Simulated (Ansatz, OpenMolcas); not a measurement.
How methods differ on SiNH4O2 (SMILES N[Si](O)O)

SiNH4O2: 8 atoms, total charge 0, spin state doublet. SMILES: `N[Si](O)O`. The coordinates come from a PBE0-D4/def2-TZVP relaxation. This is one conformer, not always the lowest.

Quantity: the vertical ionisation energy (to the singlet cation), in eV. The values are calculated.

```
            level                    kind     program  value (eV)  less CCSD(T)/cc-pVDZ  CPU time (all runs)
      UHF/cc-pVDZ            Hartree–Fock      Ansatz        7.46                 +0.45                5.2 s
     UPBE/cc-pVDZ                     GGA  OpenMolcas        7.02                 +0.01                 94 s
    UPBE0/cc-pVDZ           global hybrid  OpenMolcas        7.37                 +0.36                 77 s
  U-wB97X/cc-pVDZ  range-separated hybrid      Ansatz        7.41                 +0.40                 70 s
  UB2PLYP/cc-pVDZ           double hybrid      Ansatz        7.12                 +0.11                 22 s
 RPA@PBE0/cc-pVDZ                     RPA      Ansatz        7.13                 +0.12                 27 s
     UMP2/cc-pVDZ     perturbation theory      Ansatz        6.98                 -0.03                  6 s
ROCCSD(T)/cc-pVDZ   coupled cluster or CI  OpenMolcas        7.01                  0.00              1.7 min
```

ROCCSD(T)/cc-pVDZ is the highest level here, not the true value. The values span 6.98 to 7.46 eV. CPU times are rough (shared hosts, several kinds of processor and program).

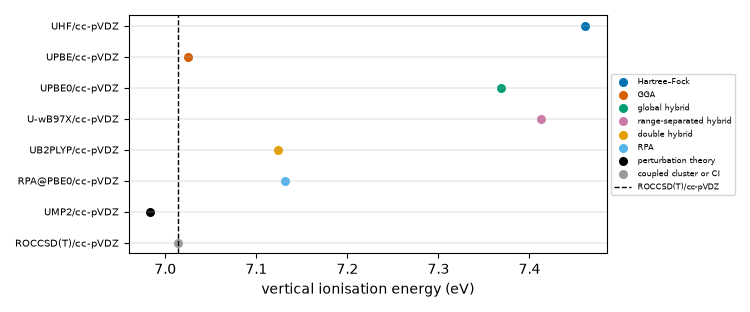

The values of the table, level by level.
